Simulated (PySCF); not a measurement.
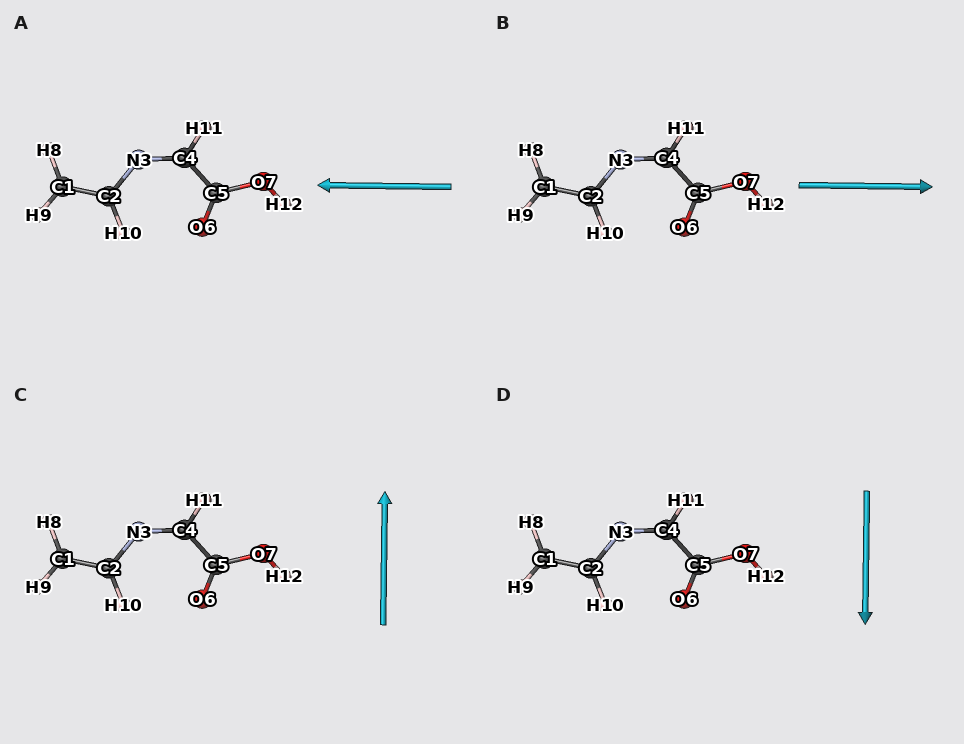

The same molecule four times, each with an arrow. Computed geometry: GFN2-xTB optimisation. No frequency run is at hand to confirm it as a minimum. Method: B3LYP/def2-SVPD, gas phase (PySCF 2.14.0).

Question: Which arrow points along the dipole moment, from the negative to the positive end?

Answer: B. The dipole moment is 1.10 D; it points from the side of H9 to the side of H12 (the outermost atoms at the two ends).
